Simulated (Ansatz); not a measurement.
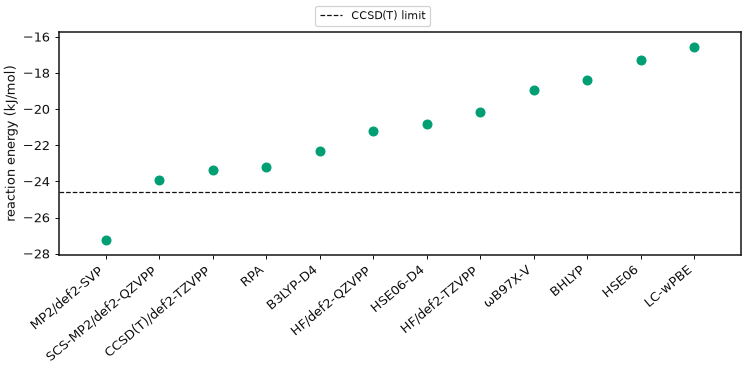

Electronic reaction energy of GeNH₃O ([NH2][Ge][OH]) [singlet] + SiH₄O (O[SiH3]) → GeSiNH₅O ([NH2][Ge][O][SiH3]) [singlet] + H₂O (O) (SMILES in brackets) at several levels (functionals in def2-TZVPP unless a basis is named), isolated molecules at PBE0-D4 triple-zeta geometries, minima by their frequencies, no zero-point or thermal terms, the Ansatz code 0.2.0. The line is frozen-core CCSD(T) at the basis limit (MP2 extrapolated from triple and quadruple zeta, plus CCSD(T) less MP2 in a smaller set). RPA holds a correlation term that converges slowly with the basis, so part of the distance to the limit is basis error. No dispersion term is added to BHLYP, HSE06 and LC-wPBE. The distance of MP2/def2-SVP, SCS-MP2/def2-QZVPP and CCSD(T)/def2-TZVPP to the limit includes basis error.

### Which level comes closest to the line (CCSD(T) limit), and which misses most?

Closest SCS-MP2/def2-QZVPP (−23.9 kJ/mol), against −24.6 kJ/mol; farthest LC-wPBE (−16.6 kJ/mol).

### Give the values.

```
             level  kJ/mol  less CCSD(T) limit
      MP2/def2-SVP   −27.2                −2.6
SCS-MP2/def2-QZVPP   −23.9                 0.7
CCSD(T)/def2-TZVPP   −23.4                 1.2
               RPA   −23.2                 1.4
          B3LYP-D4   −22.3                 2.3
     HF/def2-QZVPP   −21.2                 3.4
          HSE06-D4   −20.9                 3.7
     HF/def2-TZVPP   −20.1                 4.5
           ωB97X-V   −19.0                 5.6
             BHLYP   −18.4                 6.2
             HSE06   −17.3                 7.3
           LC-wPBE   −16.6                 8.0
     CCSD(T) limit   −24.6                 0.0
```

Note: no scalar relativity up to krypton; outer-core shells are correlated without core-valence functions, which makes the correlated values less sure; one conformer of each flexible molecule.
